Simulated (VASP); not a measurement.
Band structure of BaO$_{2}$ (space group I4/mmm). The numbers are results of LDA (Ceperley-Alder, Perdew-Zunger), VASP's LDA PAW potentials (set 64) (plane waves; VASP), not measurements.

Unless said otherwise, spin-orbit coupling is left out, though it shifts the bands of the heavy elements here.

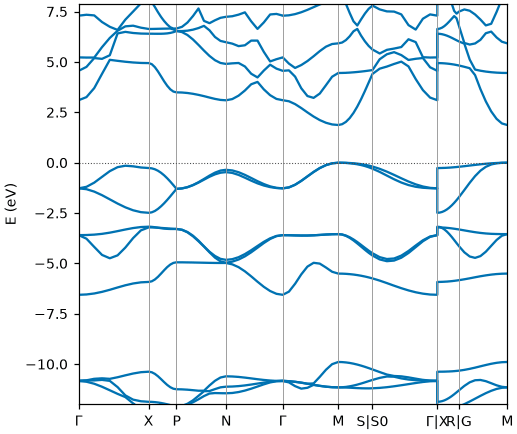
Bands along high-symmetry lines, zero at the valence-band maximum or, without a gap, the Fermi level

**Question.** Read the plot: is there a gap, and where are the band edges?

**Answer.** The gap is direct, 1.87 eV, from the valence maximum at M to the conduction minimum at M. (Edges off the drawn lines would not show.)

The structure comes from a computed database's BaO2 entry (I4/mmm); how it stands against other phases isn't given here. It was relaxed first, which changed the volume by -6 %.
